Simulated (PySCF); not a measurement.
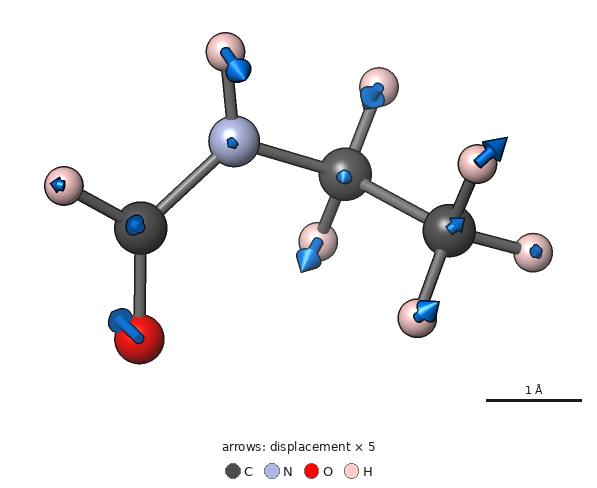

A relaxation of C3H7NO. The starting structure is drawn; blue arrows show the displacements, 5 times their true length. The two geometries are superimposed by the best rigid fit.

The picture is a ball-and-stick view, seen at a tilt.

The start comes from MMFF94s.

Level of theory: PBE0-D3(BJ)/def2-SVP geometry optimisation, gas phase in PySCF. 

Describe the change and its energy.

Answer. The O atom moves most after the best rigid fit: 0.15 Å. By element the largest moves are O 0.15 Å, H 0.14 Å, C 0.06 Å, N 0.02 Å. Near-neighbour distances that change, for instance: C–N 1.371 → 1.355 Å, C–H 1.103 → 1.118 Å, C–O 1.222 → 1.210 Å, C–H 1.095 → 1.100 Å. Bond angles that change, for instance: N–C–H 109.3° → 106.6°. The energy falls by 0.037 eV in 13 geometry steps. The largest force component goes from 0.85 to 0.013 eV/Å. The run took roughly 80 core-seconds on a shared host.
